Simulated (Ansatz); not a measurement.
# CaC2 (R-3m): from the cell to its phonons, part 2 of 2

Wanted: phonon frequencies of CaC2 (R-3m) and what follows from them.

Ansatz 0.2.0; DFT r2SCAN, scalar-relativistic, plane waves, PAW.

So far. Step 4 (Tight relaxation): The largest force component left is 0.15 meV/Å and the pressure is 0.000 GPa, within the tolerances set. The cell now holds 16.91 Å³/atom. Step 5 (Zone-centre response): Before it was imposed, the acoustic sum rule was missed by 1.4e-4 eV/Å² and the charge sum rule by 6.2e-4 e. Small misses are needed for a sound result but don't prove that mesh and cutoff are converged. The lowest optical mode is real, 228 cm⁻¹. The relaxed cell has a = 3.862, c = 11.783 Å (conventional setting).

## Step 6: Phonons on a q mesh

Stability and thermal properties need the whole zone. Linear response on a 3×3×3 q mesh gives force constants as far as a supercell of that size would, and the tensors from the zone-centre run are typed in so that the long-range dipole term is interpolated apart.

Contents of input.yaml:

```yaml
crystal:
  lattice:
    - [1.93100359, 1.1148654425, 3.9277786955]
    - [-1.93100359, 1.1148654425, 3.9277786955]
    - [0.0, -2.229730885, 3.9277786955]
  atoms:
    - { symbol: Ca, position: [0.0, 0.0, 0.0] }
    - { symbol: C, position: [0.552852901, 0.552852901, 0.552852901] }
    - { symbol: C, position: [0.447147099, 0.447147099, 0.447147099] }
kpoints:
  mp_grid: { grid: [6, 6, 6] }
hamiltonian:
  xc: r2scan
scf:
  occupations: { method: fixed }
output:
  eigenvalues: true
phonons:
  method: dfpt
  qmesh: [3, 3, 3]
  temperatures: { t_max: 1000, t_step: 50 }
  qpath:
    path:
      - [[0.0, 0.0, 0.0], [0.5, 0.5, 0.5], [0.77962278, 0.22037722, 0.5]]
      - [[0.5, -0.22037722, 0.22037722], [0.5, 0.0, 0.0], [0.0, 0.0, 0.0], [0.36018861, -0.36018861, 0.0]]
      - [[0.63981139, 0.0, 0.36018861], [0.5, 0.0, 0.5], [0.0, 0.0, 0.0]]
    npoints: 10
  non_analytic_term:
    high_frequency_dielectric_tensor: [[3.2014, 0.0, 0.0], [0.0, 3.2014, 0.0], [0.0, 0.0, 4.2922]]
    born_effective_charges:
      - { species: Ca, tensor: [[2.3046, 0.0, 0.0], [0.0, 2.3046, 0.0], [0.0, 0.0, 2.4701]] }
      - { species: C, tensor: [[-1.1523, 0.0, 0.0], [0.0, -1.1523, 0.0], [0.0, 0.0, -1.2351]] }
      - { species: C, tensor: [[-1.1523, 0.0, 0.0], [0.0, -1.1523, 0.0], [0.0, 0.0, -1.2351]] }
    source: "zone-centre run at this cell"
```

The run is started by

```bash
> ansatz run input.yaml --threads 4 --pin off --max-ram 7168MiB --backend cpu --events-out ev --progress --plain --runs-dir out
```

Numbers of over 12 decimals in the logs are rounded to 6 here.

Log:

```text
Warning: phonons: the dynamical matrix that this run interpolates holds no multipole term above the dipole-dipole one, and a site of this crystal is no centre of inversion, so its interpolated transverse optical and acoustic branches and sound speeds can stay off near Gamma, and the density of states and the thermodynamics with them. What a run solves at a wave vector of phonons.qpoints, Gamma apart, where the deck admits one, is free of this, and under fd what a larger phonons.supercell samples
[...]
Crystal: 3 atoms, lattice volume = 50.735 Å³
Basis set: ecut = 500 eV, 1275 PW (Γ), exchange–correlation on 216×216×216 points (216 copies of the dense FFT grid, shifted against one another)
Bands: 13, of which v1, the nominal top of the filled ones, is band 9 counted from 1 (8 counted from 0)
Symmetry: 12 space group operations
k-points: 68 of 216 (irreducible under 2 space group operations, time reversal used)
[...]
SCF iter   1: F=—  HF=-2325.260380 eV  |F-HF|=—  |Δ(HF+E_count)|=         —  Δρ=6.11e-3  dr2=1.63e-2  dr2_τ=3.28e-1  ethr=1.77e-3  ⟨swp⟩=4.1  Hψ=4753  notcnv=0  defer=35
[...]
SCF iter   9: F=-2325.283253 eV  HF=-2325.283253 eV  |F-HF|=4.55e-13  |Δ(HF+E_count)|=  4.55e-13  Δρ=4.61e-8  dr2=7.00e-13  dr2_τ=4.10e-14  ethr=1.00e-12  ⟨swp⟩=8.5  Hψ=5702  notcnv=0
SCF 1 converged in 9 iterations: F = -2325.283253 eV  dr2 = 7.00e-13
[...]
DFPT response loops at q = (0.333333, 0.333333, 0.333333) (fractional): preconditioner auto → Resta (q_TF=auto, 2.296 Å⁻¹)  ε∞=4.4 (no band partly filled); β = 1.00, the filter's whole step (`scf.mixing.beta` (0.50) is not read by the response loops at its default; to damp them type it under 1.00, their step now; it binds the ground state too); Broyden in place of MSR1
[...]
SCF converged after 9 iterations
Free energy (F): -2325.283253 eV
[...]
Internal energy: -2325.283253 eV  (E = F + TS)
E sigma→0 (E₀):  -2325.283253 eV
Fermi energy:    4.117642 eV
[...]
--- Band table (eV; the first three rows and the last of 68) ---
  k-point 0: bands = [... 5 lower, 1.0105, 1.3263, 3.3648, 3.3648, 7.6939, 7.6939, 8.9987, 10.3188]
  k-point 1: bands = [... 5 lower, 0.6090, 1.5983, 3.0355, 3.1514, 7.9774, 8.0760, 9.5213, 10.3251]
  k-point 2: bands = [... 5 lower, 0.1428, 1.5305, 2.7824, 2.8285, 8.7028, 9.0403, 10.2158, 10.8149]
  k-point 67: bands = [... 5 lower, -1.2722, 2.6627, 2.6627, 4.1176, 10.4157, 10.5066, 10.7423, 10.7423]
[...]
ASR residual: 2.544e-4 → 0.000e0 eV/Å²; symmetrization residual: 2.979e-6 eV/Å²
  ASR residual per site (eV/Å²): 2.22e-5 2.54e-4 2.54e-4
  Γ frequencies (cm⁻¹): 0.00 0.00 0.00 227.62 241.83 241.83 268.22 268.22 1951.22
--- Phonons (arbitrary-q DFPT): 6 irreducible q on the 3×3×3 mesh ---
  q = [0.0000, 0.0000, 0.0000] (star 1, of the zone-centre solve; hermiticity 3.51e-8, symmetrization 2.37e-8): -0.00 -0.00 0.00 227.62 241.83 241.83 268.22 268.22 1951.22
  q = [0.0000, 0.0000, 0.3333] (star 6, 6 solved perturbations on 126 of 216 k-point pairs; hermiticity 7.22e-8, symmetrization 8.36e-13): -99.01 113.14 194.10 219.03 235.72 262.18 262.40 381.22 1952.34
  q = [0.0000, 0.3333, 0.3333] (star 6, 4 solved perturbations in 684 linear systems a pass and spin channel, the states on 216 of 216 k-point pairs; hermiticity 6.45e-8, symmetrization 2.95e-11): 82.80 95.94 179.46 181.37 242.97 277.84 287.51 335.29 1952.10
[...]
sum rule: each row above includes the acoustic sum rule's correction from the zone centre's row sums; it moved no ω² by more than (2.40 cm⁻¹)²
  mesh force constants: q→R imaginary residual 0.00e0; ASR residual 2.544e-4 → 0.000e0 eV/Å²; symmetrization residual 5.684e-14 eV/Å²
  interpolated dispersion: 74 rows × 9 modes
  density of states and harmonic sums: on the 21×21×21 q-mesh, interpolated from the force constants of a 3×3×3 supercell (with the dipole–dipole term of supplied tensors)
  largest difference from the sums on the solved wave vectors: F 2.47e-2 eV, S 3.66e-5 and C_V 1.26e-5 eV/K
  zero-point energy: 0.222882 eV/cell   skipped modes (ω ≤ 0): 773, of them read as no rigid motion or as one in doubt: 770 (8.420e-1 modes/cell left out, lowest -132.48 cm⁻¹)   left out of the sums: 9.36e-2 of the cell's modes: C_V's classical limit lies that fraction below 3 k_B per atom; for a crystal, a wire or a layer, F and S can be off by more, and a phonons.interpolated_qmesh denser along its periods is the remedy for the sampling
```

The job ended after 5.6 min (4 threads of Arm Neoverse V2, shared host; peak memory 3.4 GiB; 22 min of CPU time).

Numbers from this step:

```
sum-rule residual before enforcement                    : 2.54e-4 eV/Å²
lowest frequency on the path                            : -133.0 cm⁻¹
highest frequency on the path or at a solved wavevector : 1953 cm⁻¹
lowest mode on the q mesh (acoustic modes at Γ apart)   : -108.3 cm⁻¹
```

Frequencies (cm⁻¹) solved at each irreducible wavevector; negative means imaginary. Frequencies by wavevector, by row:

```
q in reciprocal lattice units  star  mode 1  mode 2  mode 3  mode 4  mode 5  mode 6  mode 7  mode 8  mode 9
                        0 0 0     1       0       0       0   227.6   241.8   241.8   268.2   268.2    1951
                   0 0 0.3333     6     -99   113.1   194.1     219   235.7   262.2   262.4   381.2    1952
              0 0.3333 0.3333     6    82.8    95.9   179.5   181.4     243   277.8   287.5   335.3    1952
             0 0.3333 -0.3333     6  -103.4   185.5   201.4   224.1     244   244.6   293.4   324.9    1952
         0.3333 0.3333 0.3333     2  -108.3  -108.3     193   229.6   229.6   267.4   267.4   335.7    1952
        0.3333 0.3333 -0.3333     6    41.7    80.5   167.6   207.3   246.9   277.2   286.7   321.6    1952
```

Interpolated from a 3×3×3 q mesh, with the LO-TO term (at Γ the limit along the path; where Γ stands inside the path, tables give the limit on arrival). Phonon branches along the path, in cm⁻¹:

```
     point  branch 1  branch 2  branch 3  branch 4  branch 5  branch 6  branch 7  branch 8  branch 9
         Γ         0         0         0       242       242       268       268       379      1951
         T      -133      -133       223       223       252       273       273       302      1952
        H2       -65       166       186       211       227       282       295       315      1952
jump to H0       -65       166       186       211       227       282       295       315      1952
         L      -111       131       203       223       243       252       302       348      1953
         Γ         0         0         0       231       242       242       268       420      1951
        S0       -90       179       205       210       244       250       296       321      1952
jump to S2       -90       179       205       210       244       250       296       321      1952
         F       102       126       135       206       247       293       296       301      1952
         Γ         0         0         0       238       242       242       268       412      1951
```

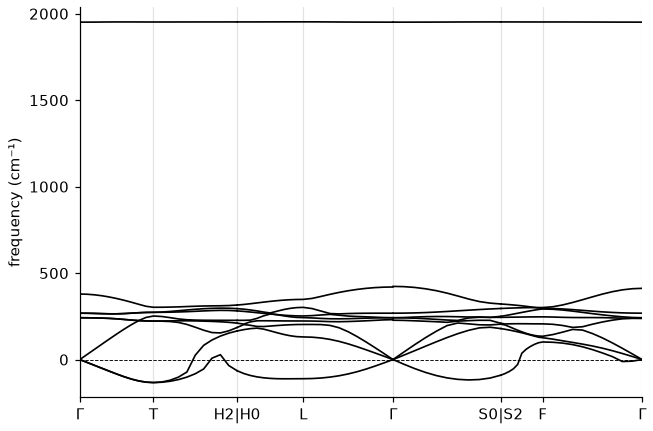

Phonon branches along the path.

The phonon density of states has structure finer than the step of the table below, so its rows give means over 100 cm⁻¹, whole bins alone (the curve runs from -130 to 1950 cm⁻¹). Peaks (cm⁻¹: height): -110.0: 0.0108, 270.0: 0.0486.

Tetrahedra on a 21×21×21 mesh, mean over bins of 20 cm-1. Interpolated from a 3×3×3 q mesh. The phonon density of states by wavenumber; means over each step:

```
wavenumber (cm⁻¹)  phonon density of states (1/cm⁻¹/cell)
                0                                 0.00404
              100                                 0.00930
              200                                  0.0290
              300                                  0.0278
              400                                 0.00342
              500                                       0
              600                                       0
              700                                       0
              800                                       0
              900                                       0
             1000                                       0
             1100                                       0
             1200                                       0
             1300                                       0
             1400                                       0
             1500                                       0
             1600                                       0
             1700                                       0
             1800                                       0
             1900                                   0.005
```

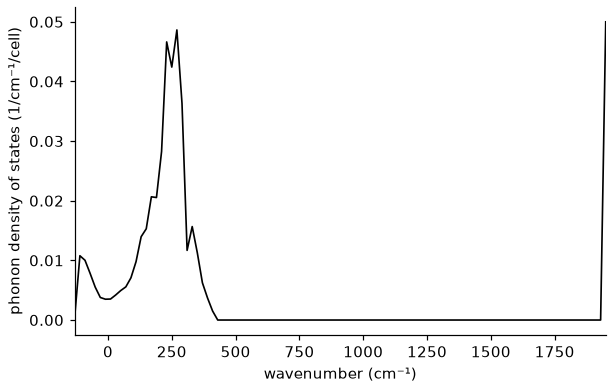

Phonon density of states against wavenumber.

The partial phonon density of states has structure finer than the step of the table below, so its rows give means over 200 cm⁻¹, whole bins alone (the curve runs from -142 to 2022 cm⁻¹). Peaks (cm⁻¹: height): C -101.4: 0.00514, 279.7: 0.0324, 1953.5: 0.0257; Ca -87.8: 0.00453, 238.8: 0.0177.

Phonopy on the run's constants, 17x17x17 mesh, Gaussian sigma 15.5 cm-1. Interpolated from a 3×3×3 q mesh. The partial phonon density of states by wavenumber; means over each step; values in 1/cm⁻¹/cell:

```
wavenumber (cm⁻¹)        C       Ca
                0  0.00293  0.00274
              200   0.0165   0.0108
              400  0.00490   9.4e-4
              600        0        0
              800        0        0
             1000        0        0
             1200        0        0
             1400        0        0
             1600        0        0
             1800   5.0e-6        0
```

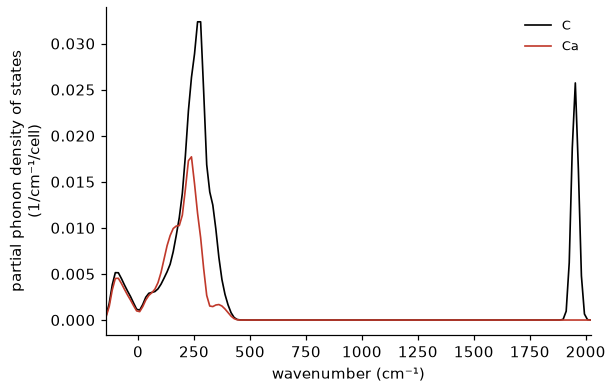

Partial phonon density of states, plotted against wavenumber.

Symmetry leaves 6 wavevectors to solve. The lowest mode among them, the acoustic zeros apart, lies at q = (0.333, 0.333, 0.333) and is imaginary, 108.3i cm⁻¹, so the energy falls along it. Between them the interpolated path dips to 133i cm⁻¹.

## Step 7: Isotope substitution, element C, natural mass 12.011 amu

An isotope changes the mass and not the force constants, so no new electronic calculation is needed; the shifts show which modes move this element.

The same force constants with the mass of C changed from 12.011 to 13.003 u (phonopy, no LO-TO term). Both lists are sorted by frequency; levels can cross, so a row need not hold one and the same mode. Modes under 3 cm⁻¹ are left out. Isotope shifts, by row:

```
               q  rank  natural mass (cm⁻¹)  changed mass (cm⁻¹)
           0 0 0     4                227.6                222.1
           0 0 0     5                241.8                232.4
           0 0 0     6                241.8                232.4
           0 0 0     7                268.2                261.7
           0 0 0     8                268.2                261.7
           0 0 0     9                 1951                 1875
      0 0 0.3333     1                  -99               -97.16
      0 0 0.3333     2                113.1                111.7
      0 0 0.3333     3                194.1                189.1
      0 0 0.3333     4                  219                214.2
      0 0 0.3333     5                235.7                226.6
      0 0 0.3333     6                262.2                255.5
      0 0 0.3333     7                262.4                255.9
      0 0 0.3333     8                381.2                370.9
      0 0 0.3333     9                 1952                 1876
 0 0.3333 0.3333     1                 82.8                81.73
 0 0.3333 0.3333     2                95.94                94.03
 0 0.3333 0.3333     3                179.5                174.4
 0 0.3333 0.3333     4                181.4                178.5
 0 0.3333 0.3333     5                  243                236.6
 0 0.3333 0.3333     6                277.8                269.1
 0 0.3333 0.3333     7                287.5                278.9
 0 0.3333 0.3333     8                335.3                324.7
 0 0.3333 0.3333     9                 1952                 1876
0 0.3333 -0.3333     1               -103.4               -101.1
0 0.3333 -0.3333     2                185.5                180.8
0 0.3333 -0.3333     3                201.4                199.7
0 0.3333 -0.3333     4                224.1                219.1
0 0.3333 -0.3333     5                  244                237.6
0 0.3333 -0.3333     6                244.6                240.3
0 0.3333 -0.3333     7                293.4                283.2
0 0.3333 -0.3333     8                324.9                312.4
0 0.3333 -0.3333     9                 1953                 1877
```

A mode of this element alone would shift by -3.89 %. The highest zone-centre frequency without the field goes from 1951.2 to 1875.3 cm⁻¹ (-3.9 %). The product of the frequency ratios over all optical modes at Γ is 0.825; the product rule, (m/m′)^(3k/2) (M′/M)^(3/2) with k = 2 such atoms and M the mass of the cell, gives 0.825.

## Step 8: Another isotope, element Ca, natural mass 40.078 amu

The same for Ca, from 40.08 to 47.95 u.

A mode of this element alone would shift by -8.58 %. The highest zone-centre frequency without the field goes from 1951.2 to 1951.2 cm⁻¹ (+0.0 %). The product of the frequency ratios over all optical modes at Γ is 0.909; the product rule, (m/m′)^(3k/2) (M′/M)^(3/2) with k = 1 such atoms and M the mass of the cell, gives 0.909.

## Step 9: Summary of results

| Quantity | Value |
| --- | --- |
| space group after relaxation (within 0.01 Å) | R-3m |
| volume per atom | 16.9 Å³ |
| gap on the k-mesh | 3.10 eV |
| highest optical mode at the zone centre (no LO-TO term) | 1951 cm⁻¹ |
| top of the zone-centre spectrum with the field | 1951 cm⁻¹ |
| lowest optical zone-centre mode | 228 cm⁻¹ |
| mean high-frequency dielectric constant | 3.56 |
| mean static dielectric constant | 9.28 |
| largest Born charge (third of the trace) | 2.36 e |
| lowest mode on the q mesh (acoustic modes at Γ apart) | -108 cm⁻¹ |
| highest frequency on the path or at a solved wavevector | 1953 cm⁻¹ |
| imaginary modes on the 3×3×3 q mesh | yes |

Modes are clearly imaginary (beyond 10i cm⁻¹) at 3 of the 6 irreducible wavevectors, most at q = (0.333, 0.333, 0.333) (108.3i cm⁻¹), so this structure is not a minimum of the energy. Without the field, the optical modes at Γ span 228 to 1951 cm⁻¹. The highest mode in this list at Γ, 1951.2 cm⁻¹, is mostly motion of C (100 % of the kinetic energy). The macroscopic field leaves the top of the zone-centre spectrum where it is. Lattice motion raises the mean dielectric constant from 3.565 to 9.278. The strongest infrared line is at 268 cm⁻¹. The program warns that the interpolation holds no quadrupole term, so branches close to Γ can be off in this crystal. These are harmonic frequencies at zero temperature: anharmonic shifts, linewidths and thermal expansion are left out.

[Logs are printed without paths, hosts, clocks, repeated set-up lines and the standing remarks that a program may print on its own settings, such as how far it seeks lower states.]

[Hosts, paths, dates, database ids (printed as entryN), source tags and the programs' standing remarks are cut or masked in the printed files.]
